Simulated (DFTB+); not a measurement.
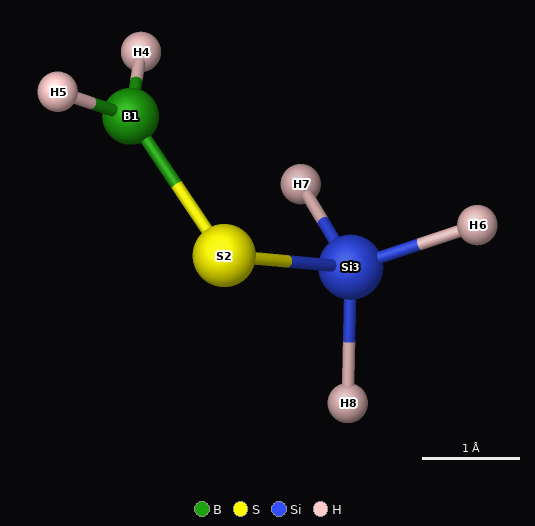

Fig. 1: The structure as given in the input (ball-and-stick view, seen at a tilt; atoms are numbered from 1 in the order of the input).

Geometry relaxation of BSiH5S (part 1 of 3)

BSiH5S, SMILES BS[SiH3], computed with GFN1-xTB, R-SCC, dispersion built in (DFTB+ 25.1).

The geometry comes from this level: GFN2-xTB.

**Log**
```
|  DFTB+ development version (commit: a23bfb2)

Reading input file 'dftb_in.hsd'
Parser version: 14

--------------------------------------------------------------------------------
WARNING!
-> This driver is deprecated and will be removed in future versions.
Please use the GeometryOptimisation driver instead.
Path: dftbplusinput/Driver/ConjugateGradient
Line: 5-10 (File: dftb_in.hsd)

Processed input in HSD format written to 'dftb_pin.hsd'

Starting initialization...
--------------------------------------------------------------------------------
OpenMP threads:              1
Chosen random seed:          727128095
Current stacksize:           unlimited
Mode:                        Conjugate gradient relaxation
Self consistent charges:     Yes
SCC-tolerance:                 0.100000E-04
Max. scc iterations:                    100
Shell resolved Hubbard:      Yes
Spin polarisation:           No
Nr. of up electrons:             9.000000
Nr. of down electrons:           9.000000
Periodic boundaries:         No
Electronic solver:           Relatively robust
Mixer:                       Broyden mixer
Mixing parameter:                  0.200000
Nr. of chrg. vec. in memory:            100
Max. SCC-cycles:                        100
Nr. of moved atoms:                       8
Max. nr. of geometry steps:             100
Force tolerance:               0.100000E-02
tblite library version:      0.3.0
-> parametrization:          GFN1-xTB
-> repulsion:                Yes
-> dispersion:               Yes
-> halogen bonding:          Yes
-> electrostatics:           Yes
   -> isotropic:             Yes
   -> anisotropic:           No
   -> third-order:           Yes
Electronic temperature:              0.950045E-03 H      0.258520E-01 eV
Initial charges:             Set automatically (system chrg:   0.000E+00)
Included shells:             B:  s, p
                             S:  s, p, d
                            Si:  s, p, d
                             H:  s, s2
Extra options:
                             Mulliken analysis
Force type                   original

--------------------------------------------------------------------------------

***  Geometry step: 0

 iSCC Total electronic   Diff electronic      SCC error
    1   -0.97362299E+01    0.00000000E+00    0.10838609E+01
    2   -0.97593577E+01   -0.97362299E+01    0.84304344E+00
    3   -0.97576780E+01   -0.23127838E-01    0.33783116E+00
    4   -0.97635336E+01    0.16796699E-02    0.14685403E+00
    5   -0.97657765E+01   -0.58555624E-02    0.47759429E-01
    6   -0.97663480E+01   -0.22429076E-02    0.44266898E-02
    7   -0.97663550E+01   -0.57151329E-03    0.86426288E-03
    8   -0.97663550E+01   -0.69505497E-05    0.68806884E-03
    9   -0.97663551E+01   -0.11064959E-07    0.25802337E-03
   10   -0.97663551E+01   -0.86652147E-07    0.61477360E-04
   11   -0.97663551E+01   -0.12456002E-07    0.15250413E-04
   12   -0.97663551E+01   -0.84533269E-09    0.74412212E-05

Total Energy:                       -9.6841084096 H         -263.5180 eV
Extrapolated to 0K:                 -9.6841084096 H         -263.5180 eV
Total Mermin free energy:           -9.6841084096 H         -263.5180 eV
Force related energy:               -9.6841084096 H         -263.5180 eV

Maximal force component:             0.260717E-01
Averaged force norm:                 0.152072E-01

--------------------------------------------------------------------------------

***  Geometry step: 1

 iSCC Total electronic   Diff electronic      SCC error
    1   -0.97653083E+01    0.00000000E+00    0.87861883E-01
    2   -0.97666631E+01    0.10467953E-02    0.46922973E-01
    3   -0.97669358E+01   -0.13548018E-02    0.23860088E-01
    4   -0.97669448E+01   -0.27271337E-03    0.73170244E-02
    5   -0.97669505E+01   -0.90563008E-05    0.22467284E-02
    6   -0.97669504E+01   -0.56571048E-05    0.12888361E-02
    7   -0.97669510E+01    0.10561637E-06    0.32324321E-03
    8   -0.97669510E+01   -0.63595466E-06    0.14447856E-03
    9   -0.97669511E+01   -0.17999421E-07    0.82599849E-04
   10   -0.97669511E+01   -0.32668908E-08    0.18409214E-05

Total Energy:                       -9.6848581169 H         -263.5384 eV
Extrapolated to 0K:                 -9.6848581169 H         -263.5384 eV
Total Mermin free energy:           -9.6848581169 H         -263.5384 eV
Force related energy:               -9.6848581169 H         -263.5384 eV

Maximal force component:             0.300544E-01
Averaged force norm:                 0.180041E-01

--------------------------------------------------------------------------------

***  Geometry step: 2

 iSCC Total electronic   Diff electronic      SCC error
    1   -0.97667877E+01    0.00000000E+00    0.44417314E-01
    2   -0.97671184E+01    0.16332633E-03    0.24146889E-01
    3   -0.97671923E+01   -0.33064535E-03    0.12306055E-01
    4   -0.97671962E+01   -0.73914402E-04    0.31055929E-02
    5   -0.97671969E+01   -0.38834392E-05    0.68796563E-03
    6   -0.97671971E+01   -0.71070659E-06    0.53018822E-03
    7   -0.97671971E+01   -0.22434833E-06    0.14428420E-03
    8   -0.97671972E+01   -0.45065407E-07    0.44334516E-04
    9   -0.97671972E+01   -0.42500599E-08    0.27255766E-04
   10   -0.97671972E+01   -0.81175955E-10    0.83779225E-06

Total Energy:                       -9.6867780980 H         -263.5906 eV
Extrapolated to 0K:                 -9.6867780980 H         -263.5906 eV
Total Mermin free energy:           -9.6867780980 H         -263.5906 eV
Force related energy:               -9.6867780980 H         -263.5906 eV

Maximal force component:             0.550655E-02
Averaged force norm:                 0.480716E-02

--------------------------------------------------------------------------------

***  Geometry step: 3

 iSCC Total electronic   Diff electronic      SCC error
    1   -0.97706950E+01    0.00000000E+00    0.24016720E-01
    2   -0.97707850E+01   -0.34978170E-02    0.99018044E-02
    3   -0.97708003E+01   -0.89996112E-04    0.46895802E-02
    4   -0.97708015E+01   -0.15285176E-04    0.13456966E-02
    5   -0.97708016E+01   -0.12781342E-05    0.59772991E-03
    6   -0.97708016E+01   -0.93104477E-07    0.24905854E-03
    7   -0.97708016E+01   -0.99703783E-08    0.79682662E-04
    8   -0.97708016E+01   -0.40029313E-09    0.56098574E-05

Total Energy:                       -9.6869468604 H         -263.5952 eV
Extrapolated to 0K:                 -9.6869468604 H         -263.5952 eV
Total Mermin free energy:           -9.6869468604 H         -263.5952 eV
Force related energy:               -9.6869468604 H         -263.5952 eV

Maximal force component:             0.146332E-01
Averaged force norm:                 0.883060E-02

--------------------------------------------------------------------------------

***  Geometry step: 4

 iSCC Total electronic   Diff electronic      SCC error
    1   -0.97693290E+01    0.00000000E+00    0.10584454E-01
    2   -0.97693463E+01    0.14725949E-02    0.42890111E-02
    3   -0.97693492E+01   -0.17255011E-04    0.20335574E-02
    4   -0.97693495E+01   -0.29165717E-05    0.59258578E-03
    5   -0.97693495E+01   -0.24513556E-06    0.26690211E-03
    6   -0.97693495E+01   -0.18224666E-07    0.75525026E-04
    7   -0.97693495E+01   -0.12646204E-08    0.31875848E-04
    8   -0.97693495E+01   -0.19701751E-09    0.24052720E-05

Total Energy:                       -9.6871918742 H         -263.6019 eV
Extrapolated to 0K:                 -9.6871918742 H         -263.6019 eV
Total Mermin free energy:           -9.6871918742 H         -263.6019 eV
Force related energy:               -9.6871918742 H         -263.6019 eV

Maximal force component:             0.638935E-02
Averaged force norm:                 0.448037E-02

--------------------------------------------------------------------------------

***  Geometry step: 5

 iSCC Total electronic   Diff electronic      SCC error
    1   -0.97709020E+01    0.00000000E+00    0.11300551E-01
    2   -0.97709139E+01   -0.15525213E-02    0.78334530E-02
    3   -0.97709169E+01   -0.11924442E-04    0.29970235E-02
    4   -0.97709174E+01   -0.30269266E-05    0.37117046E-03
    5   -0.97709175E+01   -0.48332052E-06    0.13966490E-03
    6   -0.97709175E+01   -0.29310367E-07    0.92174289E-04
    7   -0.97709175E+01   -0.61645302E-08    0.52754842E-04
    8   -0.97709175E+01   -0.58572347E-09    0.43861956E-05

Total Energy:                       -9.6875286636 H         -263.6111 eV
Extrapolated to 0K:                 -9.6875286636 H         -263.6111 eV
Total Mermin free energy:           -9.6875286636 H         -263.6111 eV
Force related energy:               -9.6875286636 H         -263.6111 eV

Maximal force component:             0.349836E-02
Averaged force norm:                 0.224222E-02

--------------------------------------------------------------------------------

***  Geometry step: 6

 iSCC Total electronic   Diff electronic      SCC error
    1   -0.97729078E+01    0.00000000E+00    0.17975858E-01
    2   -0.97729405E+01   -0.19903591E-02    0.12433086E-01
    3   -0.97729488E+01   -0.32721300E-04    0.48959983E-02
    4   -0.97729500E+01   -0.82800300E-05    0.58470127E-03
    5   -0.97729501E+01   -0.11950431E-05    0.23793113E-03
    6   -0.97729501E+01   -0.78732199E-07    0.15670759E-03
    7   -0.97729501E+01   -0.16775896E-07    0.87783579E-04
    8   -0.97729501E+01   -0.19060273E-08    0.63679562E-05

Total Energy:                       -9.6870826562 H         -263.5989 eV
Extrapolated to 0K:                 -9.6870826562 H         -263.5989 eV
Total Mermin free energy:           -9.6870826562 H         -263.5989 eV
Force related energy:               -9.6870826562 H         -263.5989 eV

Maximal force component:             0.102661E-01
Averaged force norm:                 0.749042E-02

--------------------------------------------------------------------------------

***  Geometry step: 7

 iSCC Total electronic   Diff electronic      SCC error
    1   -0.97711913E+01    0.00000000E+00    0.15599670E-01
    2   -0.97712158E+01    0.17588108E-02    0.10825938E-01
    3   -0.97712220E+01   -0.24479065E-04    0.42544650E-02
    4   -0.97712230E+01   -0.62521987E-05    0.55959830E-03
    5   -0.97712230E+01   -0.95171270E-06    0.16564875E-03
    6   -0.97712231E+01   -0.52406282E-07    0.15360719E-03
    7   -0.97712231E+01   -0.11381870E-07    0.92463837E-04
    8   -0.97712231E+01   -0.31700047E-08    0.57852777E-05

Total Energy:                       -9.6875389307 H         -263.6113 eV
Extrapolated to 0K:                 -9.6875389307 H         -263.6113 eV
Total Mermin free energy:           -9.6875389307 H         -263.6113 eV
Force related energy:               -9.6875389307 H         -263.6113 eV

Maximal force component:             0.404804E-02
Averaged force norm:                 0.260386E-02

--------------------------------------------------------------------------------

***  Geometry step: 8

 iSCC Total electronic   Diff electronic      SCC error
    1   -0.97716910E+01    0.00000000E+00    0.79753468E-02
    2   -0.97716934E+01   -0.46794582E-03    0.48748467E-02
    3   -0.97716939E+01   -0.24045223E-05    0.19443179E-02
    4   -0.97716940E+01   -0.44464714E-06    0.24395266E-03
    5   -0.97716940E+01   -0.10273609E-06    0.14513531E-03
    6   -0.97716940E+01   -0.22484501E-07    0.19803084E-04
    7   -0.97716940E+01   -0.14437695E-08    0.14851598E-04
    8   -0.97716940E+01   -0.56921579E-10    0.48271825E-06

Total Energy:                       -9.6877103248 H         -263.6160 eV
Extrapolated to 0K:                 -9.6877103248 H         -263.6160 eV
Total Mermin free energy:           -9.6877103248 H         -263.6160 eV
Force related energy:               -9.6877103248 H         -263.6160 eV

Maximal force component:             0.311660E-02
Averaged force norm:                 0.212696E-02

--------------------------------------------------------------------------------

***  Geometry step: 9

 iSCC Total electronic   Diff electronic      SCC error
    1   -0.97716529E+01    0.00000000E+00    0.11017200E-02
    2   -0.97716529E+01    0.41097908E-04    0.67216549E-03
    3   -0.97716529E+01   -0.45728752E-07    0.26778311E-03
    4   -0.97716529E+01   -0.83173735E-08    0.32462971E-04
    5   -0.97716529E+01   -0.18923050E-08    0.19315549E-04
    6   -0.97716529E+01   -0.42084558E-09    0.29218226E-05

Total Energy:                       -9.6877148456 H         -263.6161 eV
Extrapolated to 0K:                 -9.6877148456 H         -263.6161 eV
Total Mermin free energy:           -9.6877148456 H         -263.6161 eV
Force related energy:               -9.6877148456 H         -263.6161 eV

Maximal force component:             0.215618E-02
Averaged force norm:                 0.181491E-02

--------------------------------------------------------------------------------

***  Geometry step: 10

 iSCC Total electronic   Diff electronic      SCC error
    1   -0.97701544E+01    0.00000000E+00    0.12413850E-01
    2   -0.97701911E+01    0.14985151E-02    0.62908131E-02
    3   -0.97701971E+01   -0.36627938E-04    0.36822274E-02
    4   -0.97701975E+01   -0.60934424E-05    0.47057498E-03
    5   -0.97701976E+01   -0.37721683E-06    0.14579709E-03
    6   -0.97701976E+01   -0.51050458E-07    0.63160187E-04
    7   -0.97701976E+01   -0.14458141E-08    0.33199184E-04
    8   -0.97701976E+01   -0.67859851E-09    0.36191644E-05

Total Energy:                       -9.6876958871 H         -263.6156 eV
Extrapolated to 0K:                 -9.6876958871 H         -263.6156 eV
Total Mermin free energy:           -9.6876958871 H         -263.6156 eV
Force related energy:               -9.6876958871 H         -263.6156 eV

Maximal force component:             0.770428E-02
Averaged force norm:                 0.363381E-02

--------------------------------------------------------------------------------

***  Geometry step: 11

 iSCC Total electronic   Diff electronic      SCC error
    1   -0.97710013E+01    0.00000000E+00    0.66925760E-02
    2   -0.97710117E+01   -0.80368359E-03    0.34190004E-02
    3   -0.97710135E+01   -0.10449461E-04    0.20025388E-02
    4   -0.97710136E+01   -0.17721884E-05    0.26261034E-03
    5   -0.97710136E+01   -0.10912907E-06    0.70244731E-04
    6   -0.97710136E+01   -0.14322429E-07    0.22861477E-04
    7   -0.97710136E+01   -0.73183770E-09    0.17848039E-04
    8   -0.97710136E+01   -0.14120261E-10    0.19150010E-05

Total Energy:                       -9.6877712270 H         -263.6177 eV
Extrapolated to 0K:                 -9.6877712270 H         -263.6177 eV
Total Mermin free energy:           -9.6877712270 H         -263.6177 eV
Force related energy:               -9.6877712270 H         -263.6177 eV

Maximal force component:             0.239938E-02
Averaged force norm:                 0.136020E-02

--------------------------------------------------------------------------------

***  Geometry step: 12

 iSCC Total electronic   Diff electronic      SCC error
    1   -0.97701748E+01    0.00000000E+00    0.31844016E-02
    2   -0.97701760E+01    0.83877344E-03    0.16996040E-02
    3   -0.97701762E+01   -0.11839842E-05    0.98418703E-03
    4   -0.97701762E+01   -0.15202401E-06    0.15848705E-03
    5   -0.97701762E+01   -0.28878127E-08    0.57378323E-04
    6   -0.97701762E+01   -0.40158028E-08    0.51593867E-05

Total Energy:                       -9.6878365367 H         -263.6194 eV
Extrapolated to 0K:                 -9.6878365367 H         -263.6194 eV
Total Mermin free energy:           -9.6878365367 H         -263.6194 eV
Force related energy:               -9.6878365367 H         -263.6194 eV

Maximal force component:             0.165255E-02
Averaged force norm:                 0.112979E-02

--------------------------------------------------------------------------------

***  Geometry step: 13

 iSCC Total electronic   Diff electronic      SCC error
    1   -0.97687771E+01    0.00000000E+00    0.51883576E-02
    2   -0.97687803E+01    0.13990782E-02    0.27565559E-02
    3   -0.97687807E+01   -0.31735880E-05    0.15999072E-02
    4   -0.97687807E+01   -0.40387911E-06    0.25674073E-03
    5   -0.97687807E+01   -0.78137763E-08    0.93099609E-04
    6   -0.97687807E+01   -0.10470924E-07    0.93813663E-05

Total Energy:                       -9.6878785623 H         -263.6206 eV
Extrapolated to 0K:                 -9.6878785623 H         -263.6206 eV
Total Mermin free energy:           -9.6878785623 H         -263.6206 eV
Force related energy:               -9.6878785623 H         -263.6206 eV

Maximal force component:             0.334143E-02
Averaged force norm:                 0.194770E-02

--------------------------------------------------------------------------------

***  Geometry step: 14

 iSCC Total electronic   Diff electronic      SCC error
    1   -0.97664083E+01    0.00000000E+00    0.84842212E-02
    2   -0.97664169E+01    0.23724200E-02    0.44742857E-02
    3   -0.97664180E+01   -0.86119136E-05    0.26051008E-02
    4   -0.97664180E+01   -0.10791274E-05    0.41529444E-03
    5   -0.97664180E+01   -0.21600712E-07    0.15373628E-03
    6   -0.97664180E+01   -0.27077967E-07    0.24330104E-04
    7   -0.97664180E+01   -0.23230307E-08    0.77978673E-05

Total Energy:                       -9.6877823123 H         -263.6180 eV
Extrapolated to 0K:                 -9.6877823123 H         -263.6180 eV
Total Mermin free energy:           -9.6877823123 H         -263.6180 eV
Force related energy:               -9.6877823123 H         -263.6180 eV

Maximal force component:             0.628098E-02
Averaged force norm:                 0.399520E-02

--------------------------------------------------------------------------------

***  Geometry step: 15
```
